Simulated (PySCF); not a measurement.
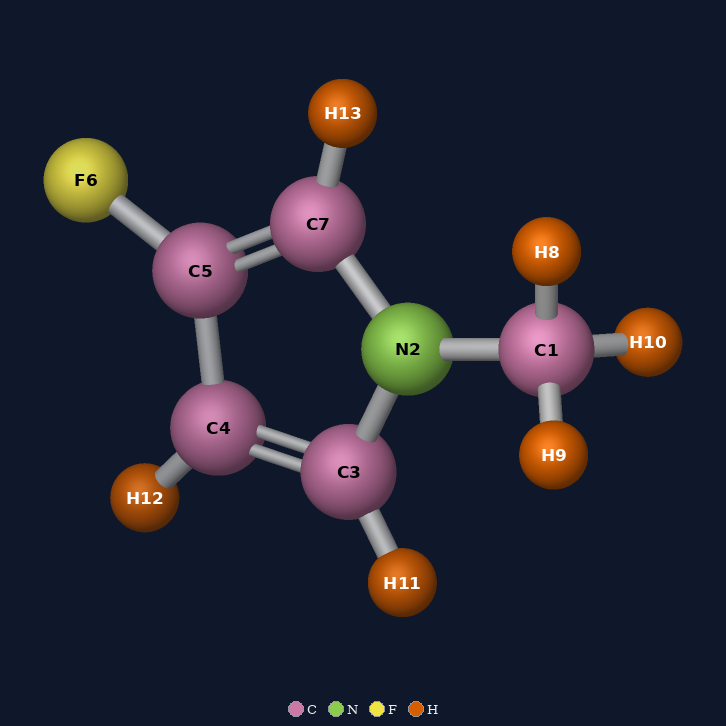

The geometry was computed by an optimisation with GFN2-xTB. No frequency run is at hand to confirm it as a minimum. Method: B3LYP/pcJ-1 indirect spin-spin coupling, non-relativistic, gas phase (PySCF 2.14.0). Isotopes: 13C, 19F, 1H, 15N.

Give the spin–spin coupling constants of these pairs, with the number of bonds between them: C1/N2, N2/C7, C5/F6, N2/H10, N2/H13, N2/C4, N2/H11, N2/H8, N2/H9, C4/F6, F6/C7, F6/H13.

| pair | bonds apart | J (Hz) |
| --- | --- | --- |
| C1, N2 | 1 | −14.7 |
| N2, C7 | 1 | −18.6 |
| C5, F6 | 1 | −304.2 |
| N2, H10 | 2 | 0.9 |
| N2, H13 | 2 | −3.5 |
| N2, C4 | 2 | −2.8 |
| N2, H11 | 2 | −3.3 |
| N2, H8 | 2 | 1.1 |
| N2, H9 | 2 | 0.8 |
| C4, F6 | 2 | 11.4 |
| F6, C7 | 2 | 23.0 |
| F6, H13 | 3 | −3.6 |

Density functionals are unreliable for couplings to fluorine, so those rows may be far off.
